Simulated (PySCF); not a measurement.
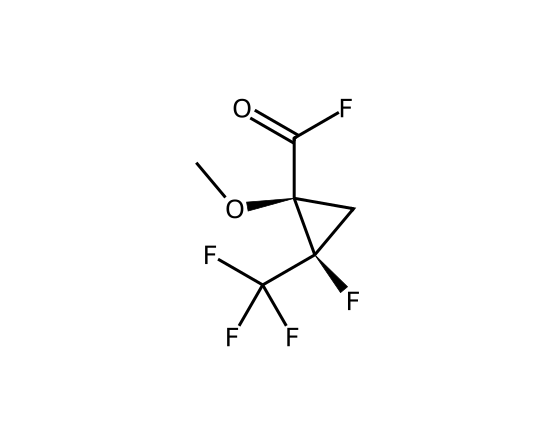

The computed structure is the end point of a GFN2-xTB optimisation. No frequency run is at hand to confirm it as a minimum. Properties computed with PBE0/pcSseg-1, gas phase (PySCF 2.14.0).

Give the HOMO energy (Kohn–Sham orbital) at this level.

−8.35 eV.

Estimate the dipole moment.

2.17 D.

Estimate the HOMO–LUMO gap.

7.20 eV.
